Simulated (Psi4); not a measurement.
# PH (SMILES [PH]) at 4 levels

Aim: a comparison of 4 runs (U-wB97M-V/cc-pVTZ, U-wB97X-V/cc-pVTZ, UM06-L/cc-pVTZ, UMP2/cc-pVTZ) of PH. 

The calculation is run with Psi4 1.11.

2 further runs of the same task are left out: 1 that didn't finish, 1 set aside as unsound or not needed.

### 1 The molecule

PH has 2 atoms, charge 0, and is taken as a triplet. SMILES: `[PH]`. The P1–H2 distance was set to 1.643 Å, away from the relaxed value.

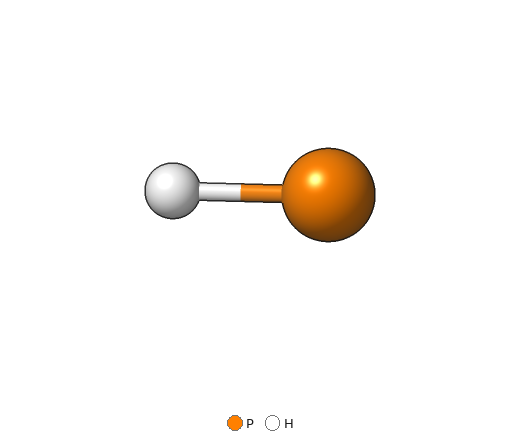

The structure, seen from a chosen angle (phosphorus orange, hydrogen white).

### 2 The energy at U-wB97M-V/cc-pVTZ (run 1)

Contents of hp.xyz:

```xyz
2
HP
P      0.000000     0.000000    -0.228820
H      0.000000     0.000000     1.413680
```

Contents of run_ase.py:

```python
import numpy as np
from ase.calculators.psi4 import Psi4
from ase.io import read

mol = read('hp.xyz')
calc = Psi4(atoms=mol, method='wb97m-v', basis='cc-pVTZ', memory='1600MB', num_threads=1, charge=0, multiplicity=3, label='psi4-calc', reference='uks')
calc.psi4.set_options({'puream': True, 'e_convergence': 1e-09, 'd_convergence': 1e-08, 'scf_type': 'pk', 'dft_radial_points': 99, 'dft_spherical_points': 590, 'maxiter': 100})
mol.calc = calc

print(f'energy: {mol.get_potential_energy():.6f} eV')
```

The run is started by

```sh
$ python run_ase.py
```

psi4-calc.dat:

```text
[...]
  Running in c1 symmetry.
[...]
  Nuclear repulsion =    4.832668590593607
[...]
  Multiplicity = 3
[...]
  Nalpha       = 9
  Nbeta        = 7
[...]
    Number of basis functions: 48
[...]
   @UKS iter   1:  -341.83653628941084   -5.52688e-01   3.69621e-03 DIIS/ADIIS
[...]
   @UKS iter  11:  -341.84816142159229   -1.19371e-12   2.55716e-09 DIIS
[...]
   @S^2 Observed:                2.005197495E+00
[...]
    Orbital Energies [Eh]
    ---------------------
    Alpha Occupied:
       1A    -77.430027     2A     -6.758890     3A     -4.875528
       4A     -4.875528     5A     -4.867742     6A     -0.713777
       7A     -0.424038     8A     -0.340360     9A     -0.340360
    Alpha Virtual:
      10A      0.064129    11A      0.258465    12A      0.334817
      13A      0.334969    14A      0.334969    15A      0.343192
      16A      0.343192    17A      0.346059    18A      0.346059
      19A      0.423585    20A      0.583068    21A      0.835715
      22A      0.835715    23A      1.117497    24A      1.278375
      25A      1.278375    26A      1.295020    27A      1.295020
[...]
  @UKS Final Energy:  -341.84816142159229
   => Energetics <=
    Nuclear Repulsion Energy =              4.8326685905936069
    One-Electron Energy =                -481.7159049951163183
    Two-Electron Energy =                 152.9134975196268726
    DFT Exchange-Correlation Energy =     -17.9465572863133040
    Empirical Dispersion Energy =           0.0000000000000000
    VV10 Nonlocal Energy =                  0.0681347496168972
    Total Energy =                       -341.8481614215922377
[...]
 Multipole Moments:
 ------------------------------------------------------------------------------------
     Multipole            Electronic (a.u.)      Nuclear  (a.u.)        Total (a.u.)
 ------------------------------------------------------------------------------------
 L = 1.  Multiply by 2.5417464519 to convert [e a0] to [Debye]
 Dipole X            :          0.0000000            0.0000000            0.0000000
 Dipole Y            :          0.0000000            0.0000000            0.0000000
 Dipole Z            :         -1.4979769            1.5388931            0.0409162
 Magnitude           :                                                    0.0409162
[...]
```

Standard output:

```text
energy: -9302.162282 eV
```

It took 14 s on 1 thread of Intel Xeon Platinum 8488C (Sapphire Rapids), shared host; peak memory 0.84 GiB.

### 3 A single-point energy at U-wB97X-V/cc-pVTZ (run 2)

Contents of hp.py:

```python
import psi4

psi4.set_memory('1600 MB')
psi4.set_num_threads(1)
psi4.set_output_file('run.log', False)

m = psi4.geometry("""
0 3
P      0.00000000     0.00000000    -0.43240713
H      0.00000000     0.00000000     2.67146803
units bohr
symmetry c1
""")

psi4.set_options({
    'basis': 'cc-pVTZ',
    'reference': 'uks',
    'puream': True,
    'e_convergence': 1e-09,
    'd_convergence': 1e-08,
    'scf_type': 'pk',
    'dft_radial_points': 99,
    'dft_spherical_points': 590,
    'maxiter': 100,
})

result, w = psi4.energy("wb97x-v", molecule=m, return_wfn=True)
print('E =', round(result, 9))
```

The run is started by

```sh
$ python hp.py
```

run.log:

```text
[...]
  Running in c1 symmetry.
[...]
  Nuclear repulsion =    4.832668592250984
[...]
  Multiplicity = 3
[...]
  Nalpha       = 9
  Nbeta        = 7
[...]
    Number of basis functions: 48
[...]
   @UKS iter   1:  -341.80316781761610   -5.68737e-01   3.64601e-03 ADIIS/DIIS
[...]
   @UKS iter  11:  -341.81543321066465   -1.08002e-12   3.46250e-09 DIIS
[...]
   @S^2 Observed:                2.006474664E+00
[...]
    Orbital Energies [Eh]
    ---------------------
    Alpha Occupied:
       1A    -77.139995     2A     -6.696632     3A     -4.853707
       4A     -4.853707     5A     -4.847274     6A     -0.730905
       7A     -0.431605     8A     -0.353773     9A     -0.353773
    Alpha Virtual:
      10A      0.072900    11A      0.270755    12A      0.347785
      13A      0.347785    14A      0.354761    15A      0.354773
      16A      0.354773    17A      0.355573    18A      0.355573
      19A      0.453642    20A      0.603780    21A      0.858805
      22A      0.858805    23A      1.156662    24A      1.343708
      25A      1.343708    26A      1.349765    27A      1.349765
[...]
  @UKS Final Energy:  -341.81543321066465
   => Energetics <=
    Nuclear Repulsion Energy =              4.8326685922509842
    One-Electron Energy =                -481.6891192653898770
    Two-Electron Energy =                 152.5376513398447855
    DFT Exchange-Correlation Energy =     -17.5647967551680715
    Empirical Dispersion Energy =           0.0000000000000000
    VV10 Nonlocal Energy =                  0.0681628777975602
    Total Energy =                       -341.8154332106646507
[...]
 Multipole Moments:
 ------------------------------------------------------------------------------------
     Multipole            Electronic (a.u.)      Nuclear  (a.u.)        Total (a.u.)
 ------------------------------------------------------------------------------------
 L = 1.  Multiply by 2.5417464519 to convert [e a0] to [Debye]
 Dipole X            :          0.0000000            0.0000000            0.0000000
 Dipole Y            :         -0.0000000            0.0000000           -0.0000000
 Dipole Z            :         -1.4557569            1.5388931            0.0831362
 Magnitude           :                                                    0.0831362
[...]
```

On the terminal:

```text
E = -341.815433211
```

Wall time 11 s (1 thread of Intel Xeon Platinum 8488C (Sapphire Rapids), shared host); peak memory 0.57 GiB.

Run 3 isn't shown in full; the table further down has it.

### 4 A single-point energy at UMP2/cc-pVTZ (run 4)

Contents of hp.py:

```python
import psi4

psi4.set_memory(1600000000)
psi4.set_num_threads(1)
psi4.core.set_output_file('hp.out', False)

mol = psi4.geometry("""
0 3
P      0.000000     0.000000    -0.228820
H      0.000000     0.000000     1.413680
symmetry c1
""")

psi4.set_options({
    'reference': 'uhf',
    'puream': True,
    'e_convergence': 1e-09,
    'd_convergence': 1e-08,
    'scf_type': 'pk',
    'num_frozen_docc': 5,
    'mp2_type': 'conv',
    'maxiter': 100,
})

e, wfn = psi4.energy('mp2/cc-pVTZ', return_wfn=True)
print(f'mp2/cc-pVTZ energy: {e:.10f} Eh')
```

The run is started by

```sh
$ python hp.py
```

hp.out:

```text
[...]
  Running in c1 symmetry.
[...]
  Nuclear repulsion =    4.832668590593607
[...]
  Multiplicity = 3
[...]
  Nalpha       = 9
  Nbeta        = 7
[...]
    Number of basis functions: 48
[...]
   @UHF iter   1:  -341.26589903515458   -6.75603e-01   2.73233e-03 DIIS/ADIIS
[...]
   @UHF iter  13:  -341.28266215858361   -1.02318e-12   2.78869e-09 DIIS
[...]
   @S^2 Observed:                2.026556671E+00
[...]
    Orbital Energies [Eh]
    ---------------------
    Alpha Occupied:
       1A    -79.986348     2A     -7.525605     3A     -5.427040
       4A     -5.427040     5A     -5.411617     6A     -0.829773
       7A     -0.447461     8A     -0.389310     9A     -0.389310
    Alpha Virtual:
      10A      0.111729    11A      0.305429    12A      0.386104
      13A      0.386104    14A      0.396364    15A      0.396364
      16A      0.400197    17A      0.404917    18A      0.404917
      19A      0.506210    20A      0.685466    21A      0.945564
      22A      0.945564    23A      1.256169    24A      1.484172
      25A      1.484172    26A      1.493883    27A      1.493883
[...]
  @UHF Final Energy:  -341.28266215858361
   => Energetics <=
    Nuclear Repulsion Energy =              4.8326685905936069
    One-Electron Energy =                -481.6455087037343787
    Two-Electron Energy =                 135.5301779545571321
    Total Energy =                       -341.2826621585836619
  UHF NO Occupations:
  HONO-2 :    7  A 1.9886154
  HONO-1 :    8  A 1.0000000
[...]
 Multipole Moments:
 ------------------------------------------------------------------------------------
     Multipole            Electronic (a.u.)      Nuclear  (a.u.)        Total (a.u.)
 ------------------------------------------------------------------------------------
 L = 1.  Multiply by 2.5417464519 to convert [e a0] to [Debye]
 Dipole X            :         -0.0000000            0.0000000           -0.0000000
 Dipole Y            :          0.0000000            0.0000000            0.0000000
 Dipole Z            :         -1.4674445            1.5388931            0.0714486
 Magnitude           :                                                    0.0714486
[...]
	SCS-MP2 Total Energy (a.u.)        :  -341.39274358510477
	SOS-MP2 Total Energy (a.u.)        :  -341.38537749905191
	SCSN-MP2 Total Energy (a.u.)       :  -341.32155509294245
[...]
	SOS-PI-MP2 Total Energy (a.u.)     :  -341.40249672246330
[...]
	MP2 Total Energy (a.u.)            :  -341.39035653379898
[...]
```

Standard output:

```text
mp2/cc-pVTZ energy: -341.3903565338 Eh
```

Wall time 2.6 s (1 thread of Intel Xeon Platinum 8488C (Sapphire Rapids), shared host); peak memory 0.39 GiB.

### 5 Overview of the runs

| run | level | task | frozen core orbitals | energy (Eh) | dipole moment (D) | HOMO energy (eV) | LUMO energy (eV) | wall time |
| --- | --- | --- | --- | --- | --- | --- | --- | --- |
| 1 | U-wB97M-V/cc-pVTZ | energy | 0 | -341.848161 | 0.10 | -9.26 | -1.00 | 14 s |
| 2 | U-wB97X-V/cc-pVTZ | energy | 0 | -341.815433 | 0.21 | -9.63 | -0.93 | 11 s |
| 3 | UM06-L/cc-pVTZ | gradient | 0 | -341.869070 | 0.22 | -6.33 | -3.86 | 9 s |
| 4 | UMP2/cc-pVTZ | energy | 5 | -341.390357 | – | -10.59 | 1.27 | 2.6 s |

### 6 Summary of results

| quantity | value |
| --- | --- |
| run 4: total energy | -341.39036 Eh |
| run 4: HOMO energy (Hartree–Fock orbitals) (highest over α and β) | -10.59 eV |
| run 4: LUMO energy (Hartree–Fock orbitals) (lowest over α and β) | 1.27 eV |
| run 4: correlation energy (5 core orbitals frozen) | -107.7 mEh |
| run 4: ⟨S²⟩ of the reference determinant | 2.027 |

In words: Over runs 1, 2, 3 the dipole moment (its size) runs from 0.10 D (U-wB97M-V/cc-pVTZ) to 0.22 D (UM06-L/cc-pVTZ). Totals of different functionals can't be ranked against each other. All runs together took 36 s, the longest 14 s.
